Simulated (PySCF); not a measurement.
**C2H2F2 (vinylidene fluoride): levels of theory compared**

Aim: a comparison of 6 runs (BHLYP/aug-cc-pVDZ, M06-2X/aug-cc-pVDZ, M06-L/aug-cc-pVDZ, PBE/aug-cc-pVDZ, revPBE/aug-cc-pVDZ, wB97M-V/aug-cc-pVDZ) of C2H2F2 (vinylidene fluoride). The job is set up through a Python script.

The results are computed with PySCF 2.14.0.

## 1. Starting point

The species is C2H2F2 (6 atoms), meant as a singlet with charge 0. As SMILES, `C=C(F)F`. The coordinates come from a PBE0-D4/def2-TZVP relaxation.

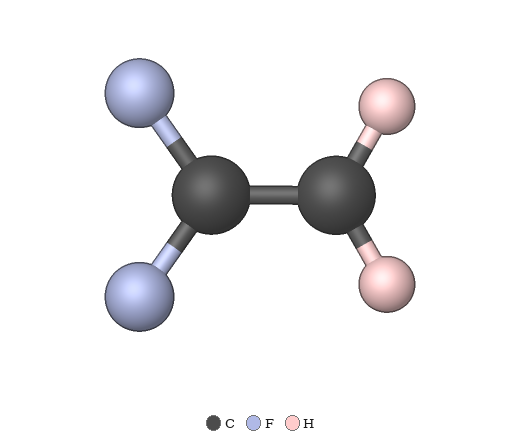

The structure, seen from a chosen angle (carbon dark grey, fluorine light blue, hydrogen pink).

## 2. The energy at BHLYP/aug-cc-pVDZ (run 1)

Contents of input.py:

```python
from pyscf import gto, dft

mol = gto.M(
    atom=[
    ('C', (-0.115900, 0.471000, -0.544400)),
    ('C', (0.105000, -0.394600, 0.420100)),
    ('F', (-0.454900, -0.363600, 1.607600)),
    ('F', (0.919200, -1.422100, 0.343000)),
    ('H', (0.394200, 0.360600, -1.488400)),
    ('H', (-0.805600, 1.284800, -0.384200)),
],
    verbose=3,
    basis='aug-cc-pvdz',
    max_memory=1860,
)

myscf = dft.RKS(mol, xc='bhandhlyp')
myscf.conv_tol = 1e-10
myscf.grids.level = 5
myscf.kernel()
if not myscf.converged:
    myscf = myscf.newton().run(myscf.mo_coeff, myscf.mo_occ)

energy = myscf.e_tot
print('E = %.10f Eh' % energy)
```

The run is started by

```bash
$ OMP_NUM_THREADS=1 python input.py
```

Standard output:

```text
converged SCF energy = -276.979123672686
E = -276.9791236727 Eh
```

Run time: 16 s. Hardware: 1 thread of Arm Neoverse V2, shared host; peak memory 0.57 GiB.

## 3. The energy at M06-2X/aug-cc-pVDZ (run 2)

Contents of mol.xyz:

```xyz
6

C     -0.115900     0.471000    -0.544400
C      0.105000    -0.394600     0.420100
F     -0.454900    -0.363600     1.607600
F      0.919200    -1.422100     0.343000
H      0.394200     0.360600    -1.488400
H     -0.805600     1.284800    -0.384200
```

Contents of input.py:

```python
from pyscf import gto, dft

molecule = gto.M(
    atom='mol.xyz',
    basis='aug-cc-pvdz',
    max_memory=1860,
    spin=0,
    verbose=3,
)

mf = dft.RKS(molecule, xc='m06-2x')
mf.conv_tol = 1e-10
mf.grids.level = 5
mf.kernel()
if not mf.converged:
    mf = mf.newton().run(mf.mo_coeff, mf.mo_occ)

energy = mf.e_tot
print('E = %.10f Eh' % energy)
```

The run is started by

```bash
$ OMP_NUM_THREADS=1 python input.py
```

Standard output:

```text
converged SCF energy = -277.005251526107
E = -277.0052515261 Eh
```

Run time: 36 s. Hardware: 1 thread of Arm Neoverse V2, shared host; peak memory 0.63 GiB.

Runs 3 to 5 aren't shown in full; the table further down has their settings and results.

## 4. A single-point energy at wB97M-V/aug-cc-pVDZ (run 6)

Contents of job.py:

```python
# C=C(F)F
from pyscf import gto, dft

mol = gto.M(
    atom='''
C     -0.219019     0.890061    -1.028767
C      0.198421    -0.745686     0.793874
F     -0.859636    -0.687104     3.037924
F      1.737036    -2.687380     0.648176
H      0.744930     0.681435    -2.812668
H     -1.522363     2.427920    -0.726033
''',
    unit='bohr',
    verbose=3,
    charge=0,
    basis='aug-cc-pvdz',
    spin=0,
    max_memory=1860,
)

myscf = dft.RKS(mol, xc='wb97m-v')
myscf.nlcgrids.level = 1
myscf.conv_tol = 1e-10
myscf.grids.level = 5
myscf.kernel()
if not myscf.converged:
    myscf = myscf.newton().run(myscf.mo_coeff, myscf.mo_occ)

e_final = myscf.e_tot
print(f'total energy: {e_final:.8f} hartree')
```

The run is started by

```bash
$ OMP_NUM_THREADS=1 python job.py
```

Standard output:

```text
converged SCF energy = -277.022313721947
total energy: -277.02231372 hartree
```

Run time: 78 s. Hardware: 1 thread of Arm Neoverse V2, shared host; peak memory 0.63 GiB.

## 5. The series

```csv
run,level,nlc grid,energy (Eh),dipole moment (D),HOMO energy (eV),LUMO energy (eV),wall time
1,BHLYP/aug-cc-pVDZ,–,-276.979124,1.41,-8.99,0.26,16 s
2,M06-2X/aug-cc-pVDZ,–,-277.005252,1.33,-9.08,-0.04,36 s
3,M06-L/aug-cc-pVDZ,–,-277.064240,1.11,-6.68,-0.34,35 s
4,PBE/aug-cc-pVDZ,–,-276.817061,1.08,-6.48,-0.69,16 s
5,revPBE/aug-cc-pVDZ,–,-277.017427,1.06,-6.41,-0.60,16 s
6,wB97M-V/aug-cc-pVDZ,1,-277.022314,1.25,-10.10,0.47,78 s
```

## 6. Summary of results

```
            quantity          value
 run 6: total energy  -277.02231 Eh
run 6: dipole moment         1.25 D
  run 6: HOMO energy      -10.10 eV
  run 6: LUMO energy        0.47 eV
run 6: HOMO–LUMO gap       10.57 eV
```

**Reading.** The dipole moment (its size) runs from 1.06 D (revPBE/aug-cc-pVDZ) to 1.41 D (BHLYP/aug-cc-pVDZ). The HOMO–LUMO gap runs from 5.79 eV (PBE/aug-cc-pVDZ) to 10.57 eV (wB97M-V/aug-cc-pVDZ). Totals of different functionals can't be ranked against each other. All runs together took 3.3 min, the longest 78 s.
